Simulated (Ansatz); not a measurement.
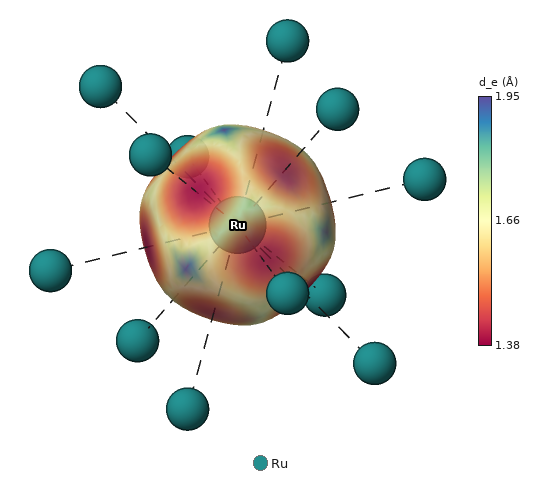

Hirshfeld surface computed for one Ru atom in Ru (P6_3/mmc), coloured by d_e. Dashed lines lead to the closest neighbours outside.

The surface is where the fragment's share of the procrystal density (the sum of the densities of spherically averaged neutral Hartree-Fock atoms) equals one half. d_i and d_e are the distances from the surface to the nearest nucleus inside and outside. From Rb on the atoms have core potentials, so only their outer electrons count.

The cell is taken from the input geometry of an electronic-structure calculation (not necessarily at equilibrium); the starting structure was generated, so it need not be a known form of this composition.

Space group P6_3/mmc (No. 194). a = 2.691 Å, b = 2.691 Å, c = 8.636 Å, α = 90.00°, β = 90.00°, γ = 120.00°
```json
{"atom": "Ru", "site": "2a", "symmetry": "-3m.", "x": "0.0000", "y": "0.0000", "z": "0.0000"}
{"atom": "Ru", "site": "2c", "symmetry": "-6m2", "x": "0.3333", "y": "0.6667", "z": "0.2500"}
```

### What is the shortest distance from the fragment to an atom outside it?

Ru–Ru, 2.66 Å.

### How is the surface shared among contacts (nearest atom inside ··· nearest atom outside)?

Ru···Ru 100 %. The surface faces 12 neighbours with more than 2 % of its area each: 12 Ru.

### Give the size and shape of the surface.

It encloses about 10.1 Å³, has an area of about 23 Å² and a globularity of 0.99 (1 for a sphere).
